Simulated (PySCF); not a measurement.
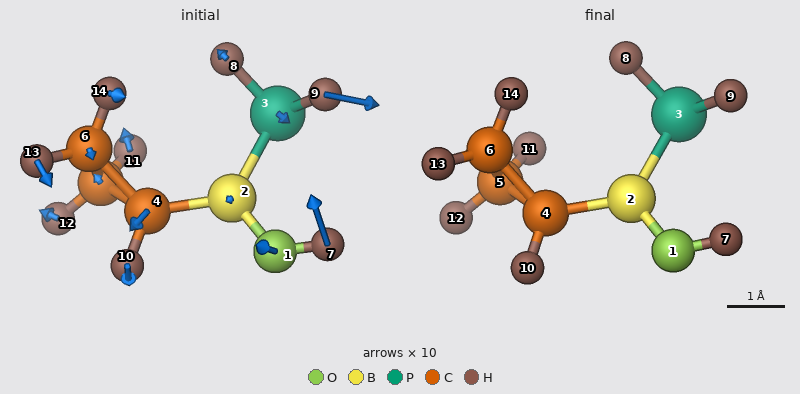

The structure of C3H8BOP before (left) and after (right) a relaxation, at one scale. The blue arrows give the displacements, magnified 10 times.

A ball-and-stick model, seen at a tilt.

The start comes from GFN2-xTB. Its atoms were then displaced at random by about 0.01 Å.

Computed with PySCF, PBE0-D3(BJ)/def2-SVP geometry optimisation, gas phase. 

Describe what moved and what it gained.

Answer. The energy falls by 0.154 eV in 11 geometry steps. H7 moves most after the best rigid fit: 0.12 Å. Largest moves by element: H 0.12 Å, O 0.07 Å, C 0.06 Å, P 0.03 Å, B 0.02 Å. Some distances before and after: P3–H8 1.372 → 1.424 Å, C5–H11 1.062 → 1.095 Å, B2–C4 1.525 → 1.553 Å, C5–H12 1.068 → 1.093 Å. Bond angles that change, for instance: B2–O1–H7 118.9° → 114.5°, H8–P3–H9 91.9° → 94.9°, B2–C4–C6 123.9° → 121.0°.
